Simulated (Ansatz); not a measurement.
## MoSeS monolayer, Janus under uniaxial strain along a, the zigzag direction, with the width clamped

Wanted: the shifts of the zone-centre modes of MoSeS monolayer, Janus with strain.

Program: Ansatz 0.2.0. Level of theory: DFT PBEsol, scalar-relativistic, plane waves, PAW; PAW set soft_1. Results are calculated unless marked as measured.

### Step 1. The starting structure

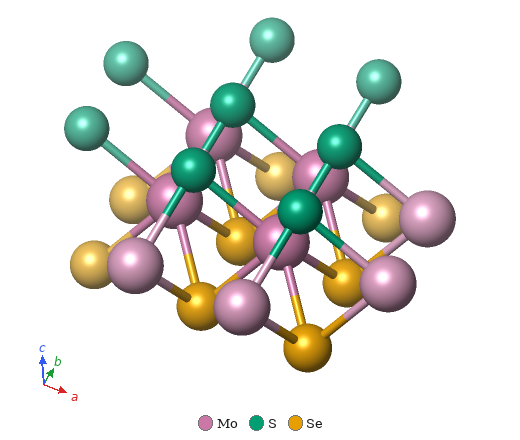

The starting structure, seen from a free direction (molybdenum pink, sulfur teal, selenium orange). 2×2×1 cells are drawn. Some periodic images of atoms are drawn too.

The cell holds 3 atoms: 1 Mo, 1 S and 1 Se. Cell: a = 3.300 Å, b = 3.300 Å, c = 30.400 Å, α = 90.0°, β = 90.0°, γ = 120.0°. Vacuum lies along c. The height across the vacuum is the one that the program set for its solve, not the one typed.

### Step 2. A rough relaxation first

The start is far from rest, so a relaxation with loose tolerances brings it close first. The program lengthens the typed cell of 20.0 Å along the normal to 30.4 Å, as its cut-off of the electrostatics needs, and moves no atom.

Input file input.yaml:

```yaml
crystal:
  lattice:
    - [3.3, 0.0, 0.0]
    - [-1.65, 2.85788, 0.0]
    - [0.0, 0.0, 20.0]
  atoms:
    - { symbol: Mo, position: [0.333333, 0.666667, 0.5] }
    - { symbol: S, position: [0.666667, 0.333333, 0.58] }
    - { symbol: Se, position: [0.666667, 0.333333, 0.415] }
  periodic: [true, true, false]
kpoints:
  mp_grid: { grid: [9, 9, 1] }
hamiltonian:
  xc: pbesol
  pseudopotentials: { kind: paw, azcp: { folder: soft_1 }, xc_functional: pbe }
scf:
  occupations: { method: gaussian, width: 0.1 }
output:
  forces: true
  stress: true
  eigenvalues: true
relax:
  adjacent_minimum: "off"
  f_tol: 0.05
  max_steps: 80
  cell: { stress_2d_tol: 0.02 }
```

Launch:

```sh
$ ansatz run input.yaml --threads 4 --pin off --max-ram 16384MiB --backend cpu --events-out ev --progress --plain --runs-dir out
```

Numbers of over 12 decimals in the logs are rounded to 6 here.

The log of the run:

```text
[...]
F+E_penalty+E_count = -11209.08495025 eV   max|allowed force component| = 2.542e-3 eV/Å   (the final SCF, on the basis selected at the relaxed cell)
  cell:  # Å, volume = 270.0908 Å³
    - [3.202969, 0, 0]
    - [-1.601485, 2.773853, 0]
    - [0, 0, 30.4]
  atoms:
    - { symbol: Mo, position: [0.333333, 0.666667, 0.329746] }
    - { symbol: S, position: [0.666667, 0.333333, 0.379892] }
    - { symbol: Se, position: [0.666667, 0.333333, 0.273914] }
[key lines of the parts left out:]
SCF converged after 9 iterations
Free energy (F): -11209.084950 eV
Fermi energy:    -4.831213 eV
P = ½ c Tr σ = 0.0098 N/m
```

Elapsed: 19 s, on 4 threads of Arm Neoverse V1, shared host; peak memory 0.58 GiB.

The steps of the relaxation:

| step | energy less that of the first step (eV) | largest force component (eV/Å) | volume (Å³) |
| --- | --- | --- | --- |
| 1 | 0.0000 | 1.6052 | 286.70 |
| 2 | -0.1302 | 1.0418 | 270.38 |
| 3 | -0.1762 | 0.2169 | 267.86 |
| 4 | -0.1798 | 0.0286 | 270.56 |
| 5 | -0.1799 | 0.0023 | 270.09 |
| 6* | -0.1794 | 0.0025 | 270.09 |

Relaxation steps marked * repeat the geometry before them on a plane-wave basis chosen anew for their cell, so energy and pressure can jump there.

The run keeps the 6 symmetry operations that it works with, so distortions that break them were not tested.

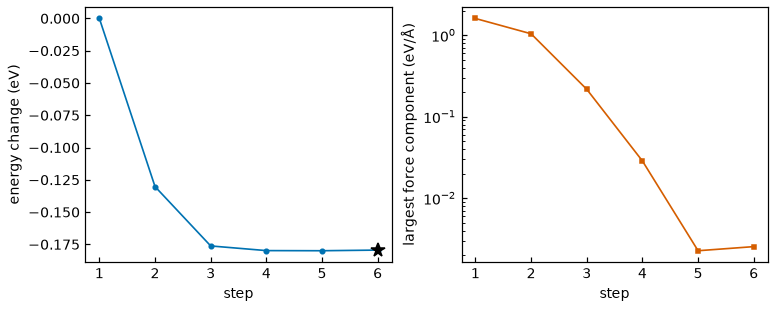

Energy and largest force along the relaxation. Stars mark steps on a basis chosen anew.

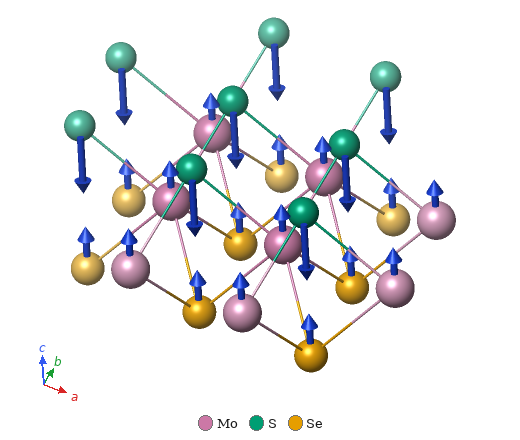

Displacements in the relaxation, exaggerated, measured against the changing cell; the longest in the cell stands for 0.05 Å. 2×2×1 cells are drawn. Some periodic images of atoms are drawn too.

| cell as run | before | after | change |
| --- | --- | --- | --- |
| a (Å) | 3.300 | 3.203 | -2.9 % |
| b (Å) | 3.300 | 3.203 | -2.9 % |

The atoms that moved most (Å, along periodic axes as changes of fractional coordinates times the final cell, across vacuum about the mean position):

| atom | dx | dy | dz | length |
| --- | --- | --- | --- | --- |
| S2 | 0.000 | 0.000 | -0.051 | 0.051 |
| Se3 | 0.000 | 0.000 | 0.027 | 0.027 |
| Mo1 | 0.000 | 0.000 | 0.024 | 0.024 |

The relaxed structure:

```xyz
3
Lattice="3.2030 0.0000 0.0000 -1.6015 2.7739 0.0000 0.0000 0.0000 30.4000" Properties=species:S:1:pos:R:3
Mo    0.0000    1.8492   10.0243
S     1.6015    0.9246   11.5487
Se    1.6015    0.9246    8.3270
```

Numbers from this step:

| Property | Result |
| --- | --- |
| gap on the k-mesh | 1.702 eV |
| area per atom | 2.962 Å² |

The relaxation ends with a largest force component of 0.0025 eV/Å.

### Step 3. Relaxation

Harmonic phonons are second derivatives at a point where the forces vanish, and they are wanted at zero stress, so atoms and cell are relaxed first.

Input file input.yaml:

```yaml
crystal:
  lattice:
    - [3.2029693327, 0.0, 0.0]
    - [-1.6014846663, 2.7738528096, 0.0]
    - [0.0, 0.0, 30.4]
  atoms:
    - { symbol: Mo, position: [0.3333333333, 0.6666666667, 0.3297463016] }
    - { symbol: S, position: [0.6666666667, 0.3333333333, 0.3798918377] }
    - { symbol: Se, position: [0.6666666667, 0.3333333333, 0.2739144923] }
  periodic: [true, true, false]
kpoints:
  mp_grid: { grid: [12, 12, 1] }
hamiltonian:
  xc: pbesol
  pseudopotentials: { kind: paw, azcp: { folder: soft_1 }, xc_functional: pbe }
scf:
  occupations: { method: gaussian, width: 0.02 }
output:
  forces: true
  stress: true
  eigenvalues: true
  write_density: true
  write_potential: true
  elf: true
  volumetric_format: npy
relax:
  adjacent_minimum: "off"
  f_tol: 0.005
  max_steps: 80
  cell: { stress_2d_tol: 0.02 }
```

The log of the run:

```text
[...]
Crystal: 3 atoms, lattice volume = 270.091 Å³
Basis set: ecut = 420 eV, 5333 PW (Γ), exchange–correlation on 48×48×432 points (8 copies of the dense FFT grid, shifted against one another)
Bands: 22, of which v1, the nominal top of the filled ones, is band 18 counted from 1 (17 counted from 0)
Symmetry: 6 space group operations
[...]
k-points: 19 of 144 (time reversal used)
[...]
SCF iter   1: F=—  HF=-11210.342572 eV  |F-HF|=—  |Δ(HF+E_count)|=         —  Δρ=3.57e-2  dr2=5.11e0  ethr=3.10e-3  ⟨swp⟩=18.0  Hψ=3851  notcnv=0
[...]
SCF iter  11: F=-11209.085000 eV  HF=-11209.085000 eV  |F-HF|=3.95e-10  |Δ(HF+E_count)|=   2.35e-8  Δρ=4.88e-7  dr2=1.97e-9  ethr=2.47e-11  ⟨swp⟩=10.4  Hψ=3312  notcnv=0
SCF 1 converged in 11 iterations: F = -11209.085000 eV  dr2 = 1.97e-9
[...]
relax step   1: F+E_penalty+E_count = -11209.08499986 eV  Δ(F+E_penalty+E_count) = +0.000e0 eV  max|allowed force component| = 2.505e-3 eV/Å  Δτ_max = 0.0000 Å  P = +0.010 N/m  Ω = 270.091 Å³  fix = [c, alpha, beta]  reactions: c +0.000 N/m  (11 SCF iters, dr2 threshold 1.00e-7 eV, accepted)
[...]
SCF iter   1: F=—  HF=-11209.085003 eV  |F-HF|=—  |Δ(HF+E_count)|=         —  Δρ=1.22e-6  dr2=5.28e-9  ethr=2.46e-7  ⟨swp⟩=6.6  Hψ=5758  notcnv=0
eigensolver tolerance schedule: the retry pair's looser diagonalisation over-reported the residual by 16783.03 of it (diagonalisation noise at an unbounded share of the residual, at the tolerance the schedule requests for it); recorded, not acted on — ethr = c·dr2/N_el stays at c = 1.0e-1
[...]
SCF iter   2: F=—  HF=-11209.085000 eV  |F-HF|=—  |Δ(HF+E_count)|=   3.01e-6  Δρ=8.51e-7  dr2=9.78e-9  ethr=1.47e-11  ⟨swp⟩=6.7  Hψ=1661  notcnv=0
[...]
SCF iter   7: F=-11209.085000 eV  HF=-11209.085000 eV  |F-HF|=5.46e-11  |Δ(HF+E_count)|=  3.53e-10  Δρ=1.54e-8  dr2=1.13e-12  ethr=1.00e-12  ⟨swp⟩=11.2  Hψ=3120  notcnv=0
SCF 2 converged in 7 iterations: F = -11209.085000 eV  dr2 = 1.13e-12
relax step   2: F+E_penalty+E_count = -11209.08499987 eV  Δ(F+E_penalty+E_count) = -1.775e-9 eV  max|allowed force component| = 2.504e-3 eV/Å  Δτ_max = 0.0000 Å  P = +0.010 N/m  Ω = 270.091 Å³  fix = [c, alpha, beta]  reactions: c +0.000 N/m  stress off target by 9.97e-3 N/m on what of the cell is left free  SCF on the basis re-selected at this cell (its energy is not comparable with the rows above)  (7 SCF iters)
basis re-selected at this cell: Δ(F+E_penalty+E_count) = -1.775e-9 eV, ΔP = +0.000 N/m vs the last step (what re-selecting the basis moved, of the pressure what is left beyond the Pulay correction that the steps carried, after the strain that the cell walked since its last selection, with what the two solves' SCF thresholds leave and, on support functions, any second-order correction that the steps lacked; it is no m [...]
WARN: The output density's exchange-correlation potential varies sharply where the density is thin. Do not read a vacuum level from v_tot or v_xc, or from such a field of the output density. On a cell that repeats whose density bears no net charge and no dipole along the vacuum's axis use v_es (v_loc + v_h of the components); under efield.dipole_correction with no amplitude use v_es + v_field, which holds any externa [...]
SCF converged after 7 iterations
Free energy (F): -11209.085000 eV
[...]
Internal energy: -11209.085000 eV  (E = F + TS)
E sigma→0 (E₀):  -11209.085000 eV
Fermi energy:    -4.831212 eV
[...]
--- Forces (eV/Å), atoms counted from 1 ---
  atom   1  Mo     0.00000000    -0.00000000    -0.00103837
  atom   2  S      0.00000000     0.00000000     0.00250432
  atom   3  Se    -0.00000000     0.00000000    -0.00146635
  max |Σ_I F_I| component: 3.98e-7 eV/Å
--- 2D stress c σ (N/m, compression-positive) ---
        0.009973      -0.000000       0.000000
       -0.000000       0.009973       0.000000
        0.000000       0.000000       0.000000
  P = ½ c Tr σ = 0.0100 N/m
--- Band table (eV; the first three rows and the last of 19) ---
  k-point 0: bands = [... 14 lower, -7.6713, -6.8370, -6.8370, -5.7536, -2.7253, -2.7253, -2.3628, -2.3628]
  k-point 1: bands = [... 14 lower, -7.8792, -6.9794, -6.7582, -5.7783, -2.9213, -2.7838, -2.6284, -2.4365]
  k-point 2: bands = [... 14 lower, -7.9096, -7.2192, -6.8088, -5.9645, -3.4823, -3.0080, -2.8853, -2.1372]
  k-point 18: bands = [... 14 lower, -9.1594, -8.6500, -7.8155, -5.6821, -3.9803, -2.8375, -2.1950, -0.8101]
--- Relaxed structure (1 steps of the walk, 1 accepted, 1 SCFs on fresh bases) ---
[...]
cell:  # Å, volume = 270.0908 Å³
    - [3.202969, -2.8867490458900593e-11, 0.0]
    - [-1.601485, 2.773853, 0.0]
    - [0.0, 0.0, 30.4]
  atoms:
    - { symbol: Mo, position: [0.333333, 0.666667, 0.329746] }
    - { symbol: S, position: [0.666667, 0.333333, 0.379892] }
    - { symbol: Se, position: [0.666667, 0.333333, 0.273914] }
```

It took 10 s on 4 threads; peak memory 0.6 GiB; 40 s of CPU time.

Little changed from the start: no atom moved by 0.005 Å and no cell edge by 0.1 %.

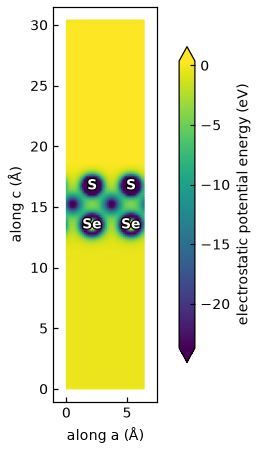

Electrostatic potential energy in the ac plane at fractional y = 0.333, with atoms of S and Se within 0.2 Å of it. With pseudopotentials it is smooth inside the atoms' cores, unlike the true potential.

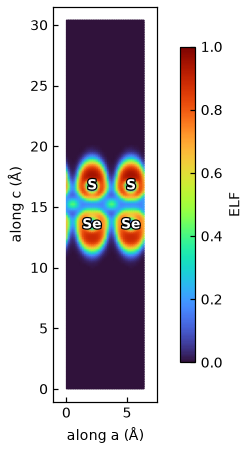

ELF in the ac plane at fractional y = 0.333, with atoms of S and Se within 0.2 Å of it. It is the smooth field of the valence electrons, not physical close to the nuclei.

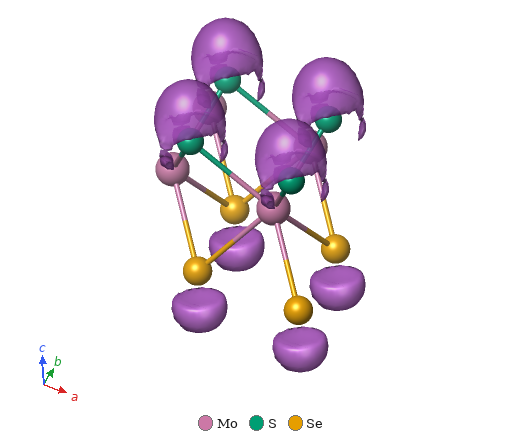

Surface of ELF = 0.85. 2×2×1 cells are drawn.

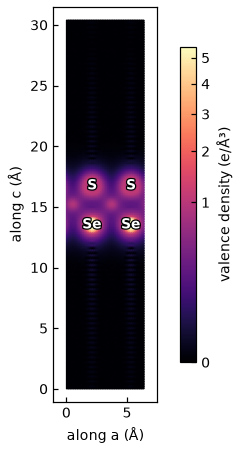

Valence density in the ac plane at fractional y = 0.333, with atoms of S and Se within 0.2 Å of it. It is the smooth field of the valence electrons, not physical close to the nuclei. The colour scale is stretched toward low values.

### Step 4. Tight relaxation

Phonons need small forces and stress, so the relaxation is finished with tight tolerances on 12×12×1 k points.

input.yaml: that of step 3 with these lines changed.

```diff
@@ -16,3 +16,3 @@
 scf:
-  occupations: { method: gaussian, width: 0.02 }
+  occupations: { method: fixed }
 output:
@@ -27,4 +27,4 @@
   adjacent_minimum: "off"
-  f_tol: 0.005
-  max_steps: 80
-  cell: { stress_2d_tol: 0.02 }
+  f_tol: 0.001
+  max_steps: 60
+  cell: { stress_2d_tol: 0.002 }
```

The log of the run:

```text
[...]
Crystal: 3 atoms, lattice volume = 270.091 Å³
Basis set: ecut = 420 eV, 5333 PW (Γ), exchange–correlation on 48×48×432 points (8 copies of the dense FFT grid, shifted against one another)
Bands: 22, of which v1, the nominal top of the filled ones, is band 18 counted from 1 (17 counted from 0)
Symmetry: 6 space group operations
[...]
k-points: 19 of 144 (time reversal used)
[...]
--- Relaxed structure (3 steps of the walk, 3 accepted, 1 SCFs on fresh bases) ---
[...]
cell:  # Å, volume = 270.1142 Å³
    - [3.203108, -2.8868741925194358e-11, 0]
    - [-1.601554, 2.773973, 0]
    - [0, 0, 30.4]
  atoms:
    - { symbol: Mo, position: [0.333333, 0.666667, 0.329746] }
    - { symbol: S, position: [0.666667, 0.333333, 0.379894] }
    - { symbol: Se, position: [0.666667, 0.333333, 0.273913] }
[key lines of the parts left out:]
SCF converged after 10 iterations
Free energy (F): -11209.085000 eV
Fermi energy:    -5.682095 eV
P = ½ c Tr σ = -0.0007 N/m
```

Elapsed: 17 s, on 4 threads; peak memory 0.6 GiB; 66 s of CPU time.

Little changed from the start: no atom moved by 0.005 Å and no cell edge by 0.1 %.

This step gave:

```yaml
gap_on_the_k_mesh: 1.701 eV
```

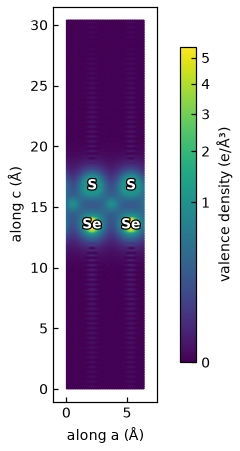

Valence density in the ac plane at fractional y = 0.333, with atoms of S and Se within 0.2 Å of it. It is the smooth field of the valence electrons, not physical close to the nuclei. The colour scale is stretched toward low values.

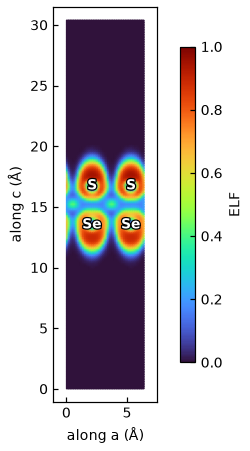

ELF in the ac plane at fractional y = 0.333, with atoms of S and Se within 0.2 Å of it. It is the smooth field of the valence electrons, not physical close to the nuclei.

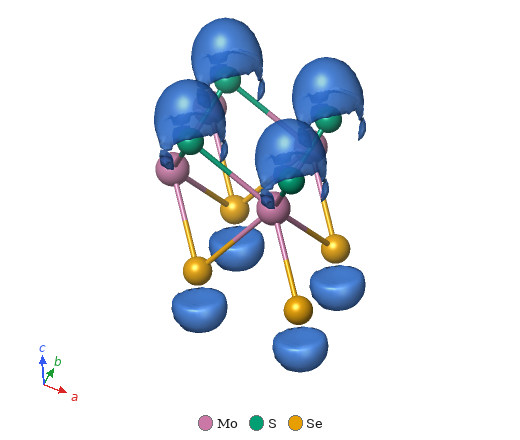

Surface of ELF = 0.85. 2×2×1 cells are drawn.

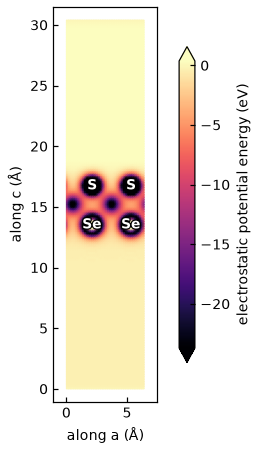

Electrostatic potential energy in the ac plane at fractional y = 0.333, with atoms of S and Se within 0.2 Å of it. With pseudopotentials it is smooth inside the atoms' cores, unlike the true potential.

The largest force component left is 0.14 meV/Å, within the tolerances set.

### Step 5. Modes at rest

The force constants come from the linear response of the density to a displacement.

The modes at rest are the reference of the series.

input.yaml, the sections that differ from step 4:

```yaml
crystal:
  lattice:
    - [3.2031081881, 0.0, 0.0]
    - [-1.601554094, 2.773973062, 0.0]
    - [0.0, 0.0, 30.4]
  atoms:
    - { symbol: Mo, position: [0.3333333333, 0.6666666667, 0.3297455859] }
    - { symbol: S, position: [0.6666666667, 0.3333333333, 0.379893902] }
    - { symbol: Se, position: [0.6666666667, 0.3333333333, 0.2739131437] }
  periodic: [true, true, false]
output:
  eigenvalues: true
phonons:
  method: dfpt
# kpoints, hamiltonian, scf: as in step 4
# relax: removed
```

The log of the run:

```text
[...]
Crystal: 3 atoms, lattice volume = 270.114 Å³
Basis set: ecut = 420 eV, 5333 PW (Γ), exchange–correlation on 48×48×432 points (8 copies of the dense FFT grid, shifted against one another)
Bands: 22, of which v1, the nominal top of the filled ones, is band 18 counted from 1 (17 counted from 0)
Symmetry: 6 space group operations
k-points: 43 of 144 (irreducible under 2 space group operations, time reversal used)
[...]
SCF iter   1: F=—  HF=-11210.337872 eV  |F-HF|=—  |Δ(HF+E_count)|=         —  Δρ=3.56e-2  dr2=5.09e0  ethr=3.10e-3  ⟨swp⟩=7.3  Hψ=5463  notcnv=0  defer=69
[...]
SCF iter  13: F=-11209.085000 eV  HF=-11209.085000 eV  |F-HF|=8.39e-10  |Δ(HF+E_count)|=  8.57e-10  Δρ=1.22e-7  dr2=4.90e-11  ethr=1.00e-12  ⟨swp⟩=19.3  Hψ=10414  notcnv=0
SCF 1 converged in 13 iterations: F = -11209.085000 eV  dr2 = 4.90e-11
[...]
DFPT response loops at Γ: preconditioner auto → none (the input reference at scf.mixing.eps_inf says where Resta's filter doesn't serve); β = 0.50; Broyden in place of MSR1
SCF converged after 13 iterations
Free energy (F): -11209.085000 eV
[...]
Internal energy: -11209.085000 eV  (E = F + TS)
E sigma→0 (E₀):  -11209.085000 eV
Fermi energy:    -5.682107 eV
[...]
--- Band table (eV; the first three rows and the last of 43) ---
  k-point 0: bands = [... 14 lower, -7.6710, -6.8370, -6.8370, -5.7537, -2.7259, -2.7259, -2.3634, -2.3634]
  k-point 1: bands = [... 14 lower, -7.8790, -6.9794, -6.7582, -5.7783, -2.9218, -2.7844, -2.6290, -2.4370]
  k-point 2: bands = [... 14 lower, -7.9093, -7.2193, -6.8087, -5.9646, -3.4825, -3.0086, -2.8858, -2.1378]
  k-point 42: bands = [... 14 lower, -8.9255, -8.5902, -7.3184, -6.1172, -3.6222, -2.9376, -2.6459, -1.1525]
--- Phonons (Γ-DFPT): 6 representative perturbations + reference, on 43 of 144 k-points (Σ response iterations 28) ---
  k mesh reduced under 2 symmetry operations, with k and −k counted as one. Each operation leaves every solved perturbation unchanged. A smaller set is not used because it would not reduce the number of displacements times k-points to solve
  ASR residual: 9.312e-5 → 0.000e0 eV/Å²; symmetrization residual: 9.169e-6 eV/Å²
  ASR residual per site (eV/Å²): 9.31e-5 8.28e-5 7.50e-5
  Γ frequencies (cm⁻¹): 0.00 0.00 0.00 207.01 207.01 291.04 354.79 354.79 442.09
  non-analytic LO–TO correction: not included (Born effective charges unavailable; polar crystals: no LO–TO splitting at Γ)
```

Elapsed: 63 s, on 4 threads; peak memory 1.3 GiB.

Numbers from this step:

- sum-rule residual before enforcement: 9.31e-5 eV/Å²
- point group: 3m
- highest optical mode at the zone centre (no LO-TO term): 442.1 cm⁻¹
- lowest optical zone-centre mode: 207.0 cm⁻¹

Without the LO-TO term. Patterns of degenerate modes are one choice out of their space. Modes at Γ, with each element's share of the kinetic energy:

| mode | frequency (cm⁻¹) | symmetry | Mo % | S % | Se % |
| --- | --- | --- | --- | --- | --- |
| 1 | 0.0 | acoustic | 46 | 15 | 38 |
| 2 | 0.0 | acoustic | 46 | 15 | 38 |
| 3 | 0.0 | acoustic | 46 | 15 | 38 |
| 4 | 207.0 | E | 15 | 27 | 58 |
| 5 | 207.0 | E | 15 | 27 | 58 |
| 6 | 291.0 | A1 | 20 | 20 | 60 |
| 7 | 354.8 | E | 39 | 57 | 4 |
| 8 | 354.8 | E | 39 | 57 | 4 |
| 9 | 442.1 | A1 | 34 | 65 | 2 |

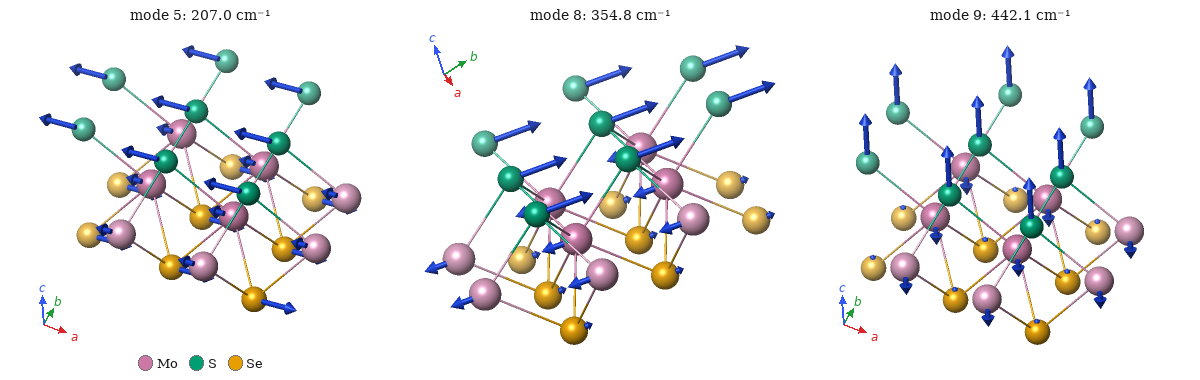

Displacement patterns of modes 5, 8 and 9 at Γ; arrows are exaggerated. 2×2×1 cells are drawn. Some periodic images of atoms are drawn too.

Before it was imposed, the acoustic sum rule was missed by 9.3e-5 eV/Å². Small misses are needed for a sound result but don't prove that mesh and cutoff are converged. The lowest optical mode is real, 207 cm⁻¹.

(Continued in part 2 of 2.)

[Logs are printed without paths, hosts, clocks, repeated set-up lines and the standing remarks that a program may print on its own settings, such as how far it seeks lower states.]

[Hosts, paths, dates, database ids (printed as entryN), source tags and the programs' standing remarks are cut or masked in the printed files.]
